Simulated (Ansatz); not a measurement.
# PBE/cc-pVDZ run of C2H7NSi (SMILES C=C[SiH2]N)

Aim: the vertical ionisation energy of C2H7NSi at PBE/cc-pVDZ, from 2 runs. 

The calculation is run with Ansatz 0.2.0.

62 further runs of the same task are left out: 62 set aside as unsound or not needed.

## 1. The molecule

C2H7NSi: 11 atoms, total charge 0, spin state singlet. SMILES: `C=C[SiH2]N`. The coordinates come from a PBE0-D4/def2-TZVP relaxation. This is one conformer, not always the lowest.

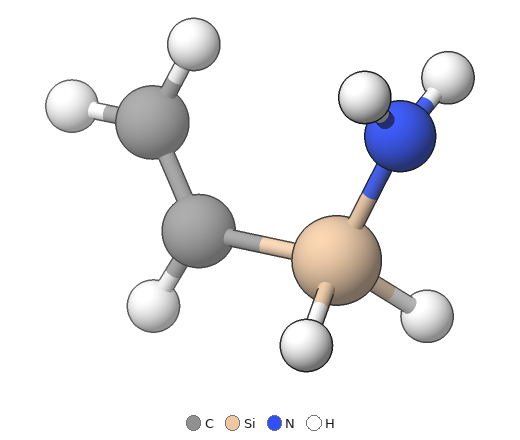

The structure, seen from a chosen angle (carbon grey, silicon light orange, nitrogen blue, hydrogen white).

## 2. A single-point energy at PBE/cc-pVDZ

File job.yaml:

```yaml
crystal:
  periodic: [false, false, false]
  atoms:
    - {symbol: C, position_ang: [-0.676100, 1.337000, -0.945000]}
    - {symbol: C, position_ang: [0.089300, 1.208600, 0.135100]}
    - {symbol: Si, position_ang: [0.596500, -0.444500, 0.832600]}
    - {symbol: N, position_ang: [0.002900, -1.803700, -0.028600]}
    - {symbol: H, position_ang: [-0.967100, 2.304600, -1.344700]}
    - {symbol: H, position_ang: [-1.046800, 0.465600, -1.479100]}
    - {symbol: H, position_ang: [0.433000, 2.116700, 0.631600]}
    - {symbol: H, position_ang: [0.099500, -0.536600, 2.232600]}
    - {symbol: H, position_ang: [2.083200, -0.516700, 0.836000]}
    - {symbol: H, position_ang: [0.404900, -2.086000, -0.906300]}
    - {symbol: H, position_ang: [-0.953800, -2.102100, 0.056300]}
basis:
  gaussian: {orbitals: cc-pVDZ}
hamiltonian: {xc: {name: PBE}}
accuracy: high
output: {orbitals: {seedname: orbitals}}
```

Command:

```
$ ansatz run job.yaml --threads 1 --pin off --max-ram 3480MiB --events-out events.jsonl --progress --plain --runs-dir runs
```

What it wrote:

```text
Warning: RAYON_NUM_THREADS=1 ignored (pool sized by the plan → 1); use --threads N
Functional definition: PBE
  name "PBE"
  parameter kappa = 0.804
  parameter beta = 0.06672455060314922
  exchange = pbe_x(kappa = kappa, mu = beta*pi^2/3)
  correlation = pbe_c(beta = beta)
2292 factors; integrals over basis functions are off by at most 3.8e-9 eV
mean field evaluation 1: about -11533.8575 eV, gradient 7.4e1 eV
mean field evaluation 2: about -11507.0268 eV, gradient 1.2e2 eV
mean field evaluation 4: about -11546.0531 eV, gradient 1.2e1 eV
mean field evaluation 8: about -11546.4114 eV, gradient 2.0e-1 eV
mean field evaluation 16: about -11546.4036 eV, gradient 2.0e-5 eV
mean field -11546.40364114 eV, -424.3225073784 hartree, gradient 1.1e-8 eV, S^2 0.000000; 0 other end points of the search recorded, 0 dependent functions left out
reference -11546.40364486 eV, -424.3225075150 hartree; 20, 20 occupied and 75, 75 virtual orbitals, 2292 factors
Total energy: -11546.40364486 eV, -424.3225075150 hartree
```

Run time: 7.2 s. Hardware: 1 thread of Arm Neoverse V2, shared host; peak memory 0.27 GiB.

## 3. The doublet cation at the same level

File molecule.yaml:

```yaml
crystal:
  periodic: [false, false, false]
  atoms:
    - {symbol: C, position_ang: [-0.676100, 1.337000, -0.945000]}
    - {symbol: C, position_ang: [0.089300, 1.208600, 0.135100]}
    - {symbol: Si, position_ang: [0.596500, -0.444500, 0.832600]}
    - {symbol: "N", position_ang: [0.002900, -1.803700, -0.028600]}
    - {symbol: H, position_ang: [-0.967100, 2.304600, -1.344700]}
    - {symbol: H, position_ang: [-1.046800, 0.465600, -1.479100]}
    - {symbol: H, position_ang: [0.433000, 2.116700, 0.631600]}
    - {symbol: H, position_ang: [0.099500, -0.536600, 2.232600]}
    - {symbol: H, position_ang: [2.083200, -0.516700, 0.836000]}
    - {symbol: H, position_ang: [0.404900, -2.086000, -0.906300]}
    - {symbol: H, position_ang: [-0.953800, -2.102100, 0.056300]}
basis:
  gaussian: {orbitals: cc-pVDZ}
magnetization: {spin_polarized: true, initial_magnetization: 1}
accuracy: high
hamiltonian: {xc: pbe}
output: {orbitals: {seedname: orbitals}}
total_charge: 1
```

Command:

```
$ ansatz run molecule.yaml --threads 1 --pin off --max-ram 3480MiB --events-out events.jsonl --progress --plain --runs-dir runs
```

What it wrote, shortened:

```text
Warning: RAYON_NUM_THREADS=1 ignored (pool sized by the plan → 1); use --threads N
[... 6 set-up lines as earlier in the session ...]
2292 factors; integrals over basis functions are off by at most 3.8e-9 eV
mean field evaluation 1: about -11512.6928 eV, gradient 7.0e1 eV
mean field evaluation 2: about -11404.6358 eV, gradient 1.3e2 eV
mean field evaluation 4: about -11531.1767 eV, gradient 3.1e1 eV
mean field evaluation 8: about -11535.2205 eV, gradient 1.6e1 eV
mean field evaluation 16: about -11537.4271 eV, gradient 1.3e-1 eV
mean field evaluation 32: about -11537.4255 eV, gradient 1.9e-5 eV
mean field -11537.42717477 eV, -423.9926283237 hartree, gradient 5.6e-8 eV, S^2 0.753333; 5 other end points of the search recorded, 0 dependent functions left out
reference -11537.42717840 eV, -423.9926284571 hartree; 20, 19 occupied and 75, 76 virtual orbitals, 2292 factors
Total energy: -11537.42717840 eV, -423.9926284571 hartree
```

Wall time 25 s (1 thread of Arm Neoverse V2, shared host); peak memory 0.35 GiB.

## 4. What came out

Level: PBE/cc-pVDZ.

| quantity | value |
| --- | --- |
| singlet C2H7NSi: total energy | -424.32251 Eh |
| singlet C2H7NSi: HOMO energy | -5.61 eV |
| singlet C2H7NSi: LUMO energy | -0.93 eV |
| singlet C2H7NSi: HOMO–LUMO gap | 4.68 eV |
| doublet cation: total energy | -423.99263 Eh |
| doublet cation: HOMO energy (highest over α and β) | -12.14 eV |
| doublet cation: LUMO energy (lowest over α and β) | -12.11 eV |
| doublet cation: ⟨S²⟩ | 0.753 |
| vertical ionisation energy (to the doublet cation) | 8.976 eV |

In words: The vertical ionisation energy comes to 8.98 eV (866 kJ/mol). The negative HOMO energy of the first species, 5.61 eV, lies 3.37 eV below that difference.
